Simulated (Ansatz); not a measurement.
# Scan of one atom of the cell for SiO2 (rutile)

Relaxed SiO2 (rutile):

```yaml
crystal:
  lattice:
    - [4.18475, 0.00000, 0.00000]
    - [0.00000, 4.18475, 0.00000]
    - [0.00000, 0.00000, 2.66845]
  atoms:
    - { symbol: Si, position: [0.50000, 0.50000, 0.50000] }
    - { symbol: Si, position: [0.00000, 0.00000, 0.00000] }
    - { symbol: O, position: [0.80610, 0.80610, 0.50000] }
    - { symbol: O, position: [0.30610, 0.69390, 0.00000] }
    - { symbol: O, position: [0.69390, 0.30610, 0.00000] }
    - { symbol: O, position: [0.19390, 0.19390, 0.50000] }
```

In this cell atom 5 (O, nearest neighbour Si at 1.760 Å; its periodic images, 2.7 Å or more away, move with it) is moved by s along Cartesian [110], unit vector (0.707, 0.707, 0.000); all other atoms and the cell stay fixed.

Level of theory: r2SCAN (plane waves to 500 eV, PAW, scalar-relativistic; Ansatz, an electronic-structure program). k mesh 7×7×10 (Γ-centred), Fermi-Dirac smearing 0.05 eV. E stands for the smeared free energy. SiO2 was relaxed with its symmetry unable to fall. The PAW data are Ansatz's earlier set. The zero of ΔE is the undisplaced structure.

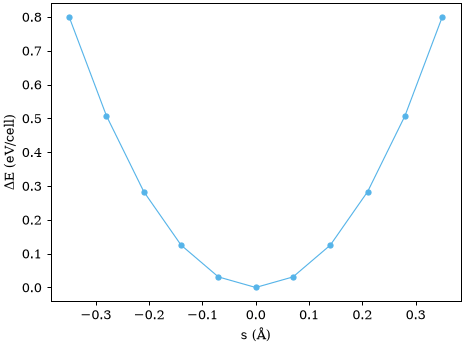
Figure. ΔE (eV/cell) against s (Å); markers are the computed points, lines only join them.

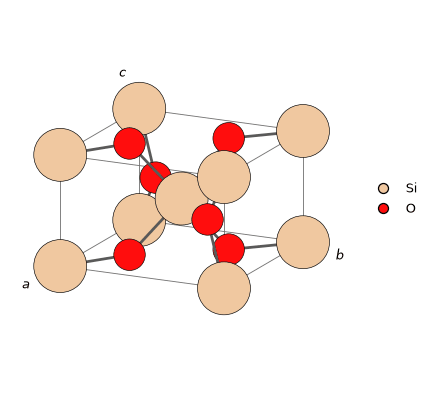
Figure. The cell of the calculation at s = -0.350 Å.

The energy at s = 0.350 Å is 800 meV/cell and the force constant k = d²E/ds² at s = 0 (finite differences) comes out as 12.7 eV/Å². The force along the line at s = -0.350 Å is 4.68 eV/Å. Symmetry of the curve: even: the same for both signs. Harmonic estimate at the end of the scan: ½ks² = 780 meV/cell against the computed 800 meV/cell, so the well is close to harmonic there.

The forces along the line at the two nearest points give (0.893 − (-0.893)) / (2·0.070) = 12.76 eV/Å²; the next pair corrects for the finite step.

(A displaced cell: forces are minus the slopes of the energy, force constants its curvatures, and phonons follow from these.)
